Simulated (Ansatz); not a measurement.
The calculation's input:

```
crystal:
  periodic: [false, false, false]
  atoms:
    - { symbol: Zn, position_ang: [0.325732, -0.053989, 0.137787] }
    - { symbol: Cl, position_ang: [0.807611, 0.183184, 2.276736] }
    - { symbol: O, position_ang: [-0.088839, -0.109563, -1.594074] }
    - { symbol: H, position_ang: [0.355767, -0.832741, -2.06197] }
    - { symbol: P, position_ang: [-2.997518, -0.34913, 1.16803] }
    - { symbol: H, position_ang: [-2.713997, -1.314539, 0.147341] }
    - { symbol: H, position_ang: [-3.105903, -1.359686, 2.173841] }
    - { symbol: H, position_ang: [-1.614952, -0.111835, 1.44251] }
basis:
  gaussian: { orbitals: def2-SVP }
hamiltonian:
  xc: b3lyp
relax:
  f_tol: 0.03
  max_steps: 50
output:
  orbitals: {}
```

Command:

```sh
ansatz run input.yaml --threads 2 --pin off --max-ram 3072MiB --backend cpu --events-out ev --progress --plain --runs-dir out
```

The fields are those of the run's last geometry, not of the input's.

All numbers below come from RKS B3LYP/def2-SVP (Ansatz 0.2.0).

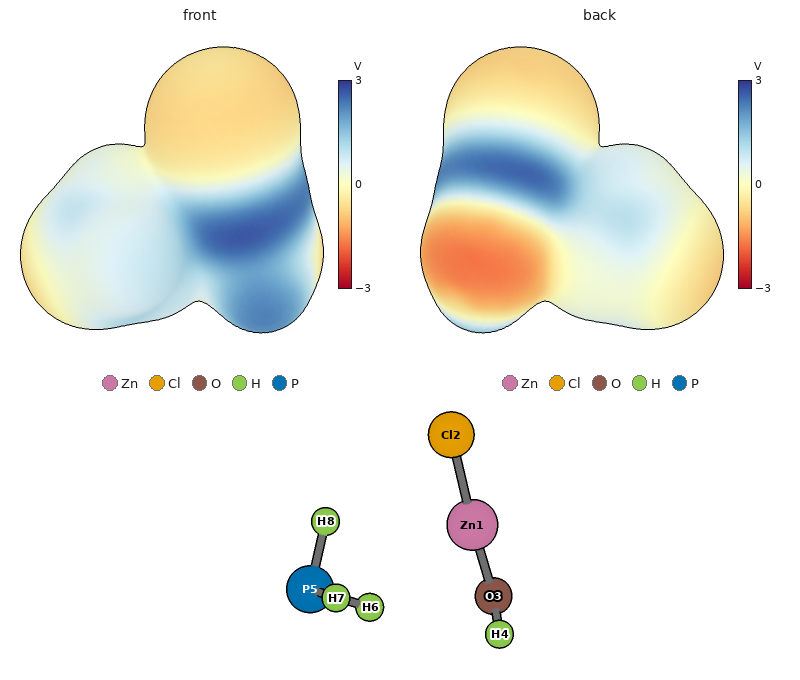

ClHOZn···PH₃. The molecular electrostatic potential painted on the density surface at 0.002 e/bohr³, seen from the front and from behind; the colour scale runs from red (negative) to blue (positive). The bare structure is drawn below in the same view.

Which sites attract a positive test charge, and which a negative one?

A positive charge is drawn to the negative regions and a negative charge to the positive ones. The most negative region (about −1.7 V) lies over O3, the most positive (about +2.6 V) over Zn1. O3 is the likeliest acceptor of a hydrogen bond.
